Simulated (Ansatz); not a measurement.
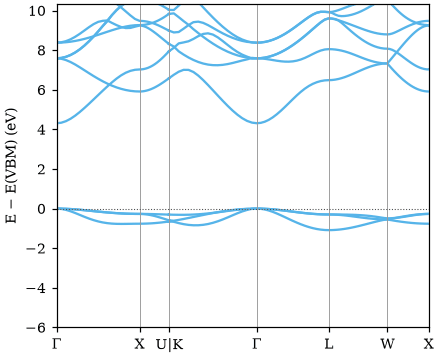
*Band structure from plane-wave PAW PBE (Ansatz code)*

Read off the gap and where the band edges lie.

About 4.3 eV (4.31 eV by a search for the band edges); maximum at Γ, minimum at Γ.

Which compound is it?
A. NaI, rock salt
B. KBr, rock salt
C. TlBr, zinc blende

B, KBr, rock salt

Space group Fm-3m (rock salt). The PBE relaxation kept the symmetry of its start. Scalar-relativistic: spin–orbit coupling is off unless named, which matters more the heavier the elements.

Potentials: the later of the program's two PAW sets.
